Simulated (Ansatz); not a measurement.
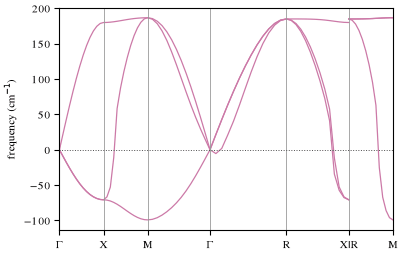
Fig. 1. Phonon dispersion of Ca (simple cubic, Pm-3m), r²SCAN in the plane-wave PAW code Ansatz; imaginary frequencies are drawn negative

### Question
Is this phase dynamically stable?

### Answer
No: a branch reaches about 99i cm⁻¹ at M.

### Question
How high does the spectrum reach?

### Answer
About 190 cm⁻¹ (5.6 THz).

This is a known high-pressure phase of the composition, computed here at zero pressure and temperature. The r²SCAN relaxation kept the symmetry of its start. At this level the phase is dynamically unstable (imaginary phonons). As this level gives no gap, phonon frequencies hold no LO–TO term and depend on the k-mesh and smearing (Fermi–Dirac, 0.1 eV here).

Potentials: the later of the program's two PAW sets.
